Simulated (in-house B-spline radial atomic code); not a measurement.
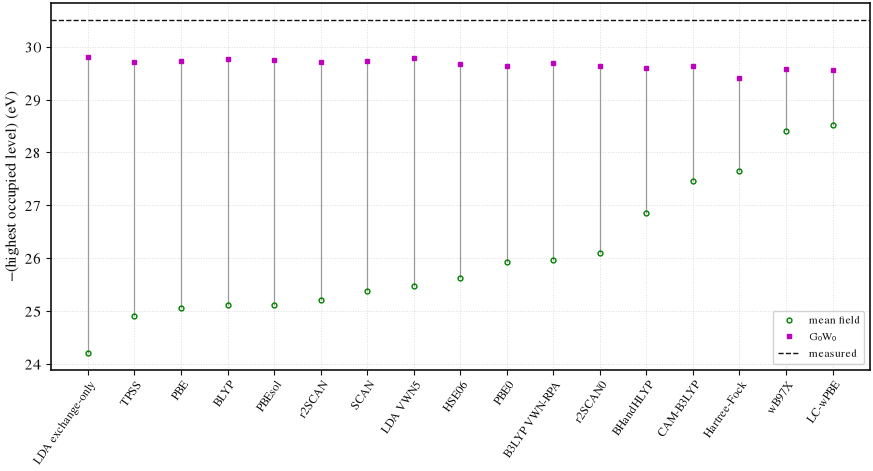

Binding energy of the highest level (5s) of Sn²⁺ ([Kr] 4d¹⁰ 5s²) on 17 mean-field starts and after G₀W₀. All-electron spherical atom, non-relativistic, no spin-orbit coupling, Breit or QED terms; computed with a B-spline radial code.

> Describe the starting-point dependence.

The mean-field values spread from 24.20 eV (LDA exchange-only) to 28.51 eV (LC-wPBE); after G₀W₀ they lie between 29.42 eV (Hartree-Fock) and 29.81 eV (LDA exchange-only), so the spread shrinks from 4.30 to 0.39 eV. The measured removal energy is 30.51 eV; the nearest G₀W₀ value is that on LDA exchange-only (29.81 eV).

```tsv
Start	Mean field (eV)	G₀W₀ (eV)	RPA correlation (hartree)
LDA exchange-only	24.20	29.81	−3.747
TPSS	24.90	29.71	−3.726
PBE	25.05	29.73	−3.742
BLYP	25.11	29.77	−3.744
PBEsol	25.11	29.74	−3.744
r2SCAN	25.21	29.72	−3.687
SCAN	25.37	29.73	−3.686
LDA VWN5	25.47	29.79	−3.749
HSE06	25.61	29.67	−3.663
PBE0	25.93	29.64	−3.654
B3LYP VWN-RPA	25.97	29.70	−3.673
r2SCAN0	26.09	29.64	−3.618
BHandHLYP	26.84	29.59	−3.575
CAM-B3LYP	27.46	29.64	−3.633
Hartree-Fock	27.65	29.42	−3.430
wB97X	28.40	29.58	−3.613
LC-wPBE	28.51	29.55	−3.629
```

Caveat: relativity, absent here, matters against the tabulated value.
